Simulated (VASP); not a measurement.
Band structure of Ni3Sb (space group Pm-3m). Method: PBEsol GGA, VASP's PBE PAW potentials (set 64) (plane waves; VASP).

Unless said otherwise, spin-orbit coupling is left out, though it shifts the bands of the heavy elements here.

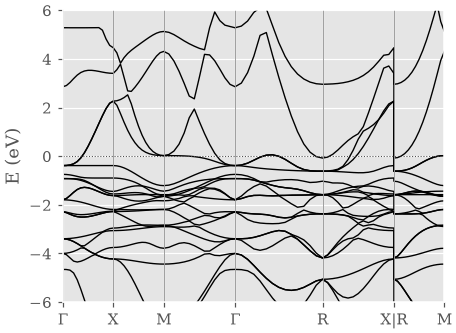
*Bands along high-symmetry lines, zero at the valence-band maximum or, without a gap, the Fermi level*

### Question
Read the plot: is there a gap, and where are the band edges?

### Answer
It has no gap at this level: it comes out as a metal or semimetal. (Edges off the drawn lines would not show.)

The structure comes from a computed database's Ni3Sb entry (Pm-3m); how it stands against other phases isn't given here. It was relaxed first. The run is not spin-polarised, so no magnetic state was tried. The electron count is odd and the run is not spin-polarised, which forces a metal.
